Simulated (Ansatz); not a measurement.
# Calculations on CH5OSe

Part 1: Relaxation

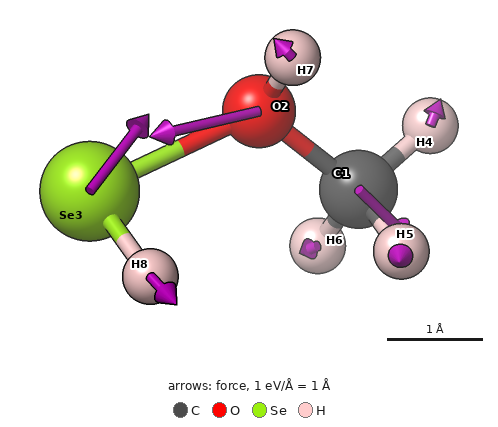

Starting geometry of CH$_{5}$OSe (charge +1) with the computed forces as purple arrows. The picture is a ball-and-stick view, seen from a free direction.

The run prepares an end point of a later path (torsion) calculation, from a guessed geometry.

Method: RKS B3LYP-D4/def2-SVP in Ansatz 0.2.0.

The input:
```yaml
crystal:
  periodic: [false, false, false]
  atoms:
    - { symbol: C, position_ang: [-0.46831, 0.763, -0.27984] }
    - { symbol: O, position_ang: [0.78038, 0.0599, -0.13611] }
    - { symbol: Se, position_ang: [1.03214, -1.27151, 1.39343] }
    - { symbol: H, position_ang: [-0.30934, 1.56572, -1.00281] }
    - { symbol: H, position_ang: [-1.27568, 0.11116, -0.61591] }
    - { symbol: H, position_ang: [-0.71754, 1.19942, 0.6862] }
    - { symbol: H, position_ang: [1.04581, -0.32914, -0.9914] }
    - { symbol: H, position_ang: [-0.08745, -2.09855, 0.94644] }
total_charge: 1
basis:
  gaussian: { orbitals: def2-SVP }
hamiltonian:
  xc: b3lyp
  dispersion: d4
relax:
  f_tol: 0.015
  max_steps: 40
```

Launched with:
```bash
ansatz run input.yaml --threads 1 --pin off --max-ram 2048MiB --backend cpu --events-out ev --progress --plain --runs-dir out
```

### Is this structure relaxed? If not, where do the atoms go?

It isn't relaxed: the largest force vector, on O2, is 1.38 eV/Å. The final displacements follow the starting forces only in part (cosine between the two patterns 0.52). The largest move after the best rigid fit is that of O2, 0.11 Å. By element the largest moves are O 0.11 Å, H 0.08 Å, Se 0.07 Å, C 0.05 Å. Some distances before and after: O2–Se3 2.043 → 1.921 Å, C1–O2 1.440 → 1.483 Å, Se3–H8 1.462 → 1.485 Å, C1–H4 1.092 → 1.098 Å. Bond angles that change, for instance: C1–O2–H7 110.0° → 114.7°, C1–O2–Se3 120.0° → 123.5°, O2–C1–H5 112.4° → 109.1°. The energy falls by 0.126 eV in 7 accepted moves (8 points after the start). Largest force component: 1.1 eV/Å at the start, 0.0025 eV/Å at the end. The line search rejected the trial step at point 3 of the run.

Part 2: Relaxation

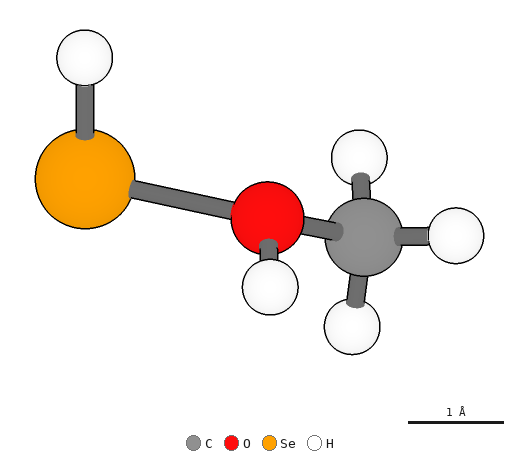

This is the input geometry for a relaxation of CH₅OSe (charge +1). A ball-and-stick model, seen from a free direction.

The run prepares an end point of a later path (torsion) calculation, from a guessed geometry.

Level of theory: RKS B3LYP-D4/def2-SVP (Ansatz 0.2.0).

The input:
```yaml
crystal:
  periodic: [false, false, false]
  atoms:
    - { symbol: C, position_ang: [-0.46831, 0.763, -0.27984] }
    - { symbol: O, position_ang: [0.78038, 0.0599, -0.13611] }
    - { symbol: Se, position_ang: [1.03214, -1.27151, 1.39343] }
    - { symbol: H, position_ang: [-0.30934, 1.56572, -1.00281] }
    - { symbol: H, position_ang: [-1.27568, 0.11116, -0.61591] }
    - { symbol: H, position_ang: [-0.71754, 1.19942, 0.6862] }
    - { symbol: H, position_ang: [1.04581, -0.32914, -0.9914] }
    - { symbol: H, position_ang: [2.16808, -0.53093, 1.93974] }
total_charge: 1
basis:
  gaussian: { orbitals: def2-SVP }
hamiltonian:
  xc: b3lyp
  dispersion: d4
relax:
  f_tol: 0.015
  max_steps: 40
```

Command:
```bash
ansatz run input.yaml --threads 1 --pin off --max-ram 2048MiB --backend cpu --events-out ev --progress --plain --runs-dir out
```

Where does the relaxation end?

After 7 accepted moves (8 points after the start) the energy has fallen by 2.69 kcal/mol. The largest force component goes from 0.92 to 0.0013 eV/Å. The line search rejected the trial step at point 3 of the run. The atom that moves furthest after the best rigid fit is H8 (0.16 Å). Largest moves by element: H 0.16 Å, Se 0.11 Å, O 0.07 Å, C 0.03 Å. Near-neighbour distances that change, for instance: O2–Se3 2.043 → 1.933 Å, C1–O2 1.440 → 1.484 Å, Se3–H8 1.462 → 1.482 Å, C1–H6 1.089 → 1.095 Å. Bond angles that change, for instance: C1–O2–H7 110.0° → 113.6°, O2–C1–H5 112.4° → 109.4°, O2–Se3–H8 92.6° → 90.3°. Cost: 31 s on 1 thread of Arm Neoverse V1 (shared host), peak memory 0.17 GiB.

Final geometry:

```xyz
8

C    -0.4841    0.7704   -0.2554
O     0.7742   -0.0069   -0.1278
Se    1.0251   -1.3030    1.2843
H    -0.2844    1.5337   -1.0185
H    -1.3012    0.0968   -0.5427
H    -0.6530    1.2266    0.7256
H     1.1310   -0.3171   -0.9839
H     2.0478   -0.4329    1.9118
```

After the run, drawn alike:

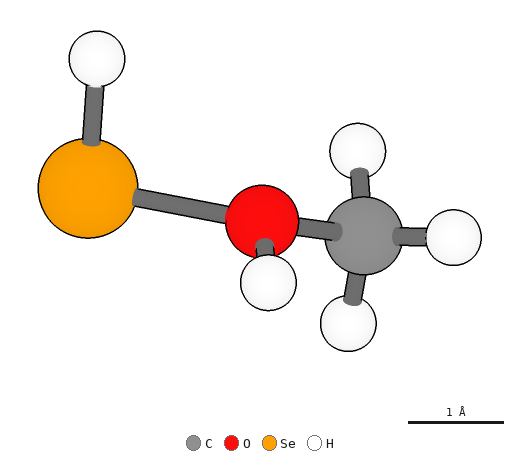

Part 3: Path

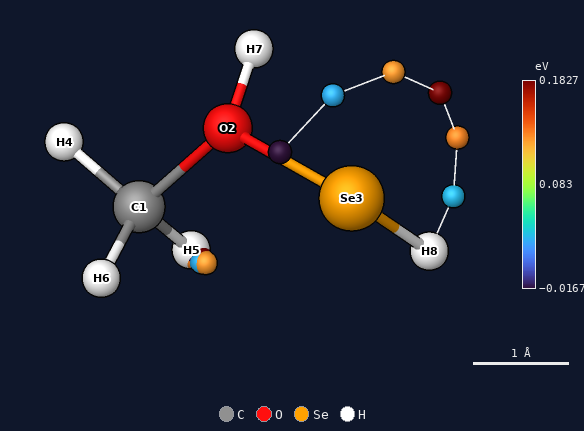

A nudged-elastic-band calculation for CH$_{5}$OSe (charge +1). Images are numbered from 0 (start) to 6 (end). The start is drawn whole; smaller spheres mark the moving atoms (H) in the later images, joined by lines and coloured by the energy of the image relative to the start. The picture is a ball-and-stick view, seen at a tilt.

Theory: RKS B3LYP-D4/def2-SVP in Ansatz 0.2.0. Run with 5 movable images; climbing image; force threshold 0.03 eV/Å; iteration limit 60; starting path through a guess of the saddle point.

Question: Describe the path and its energy.

Answer: The motion is a rotation about the O2–Se3 bond by about 185°. No bond forms or breaks between the ends. Among the angles between lasting bonds that change up to the highest image: C1–O2–Se3 123.5° → 117.3°, C1–O2–H7 114.7° → 111.7°. Forward barrier 0.183 eV, backward barrier 0.199 eV, with image 3 at the top; the reaction energy is −0.017 eV. The band converged in 8 iterations, with a climbing image at the top.
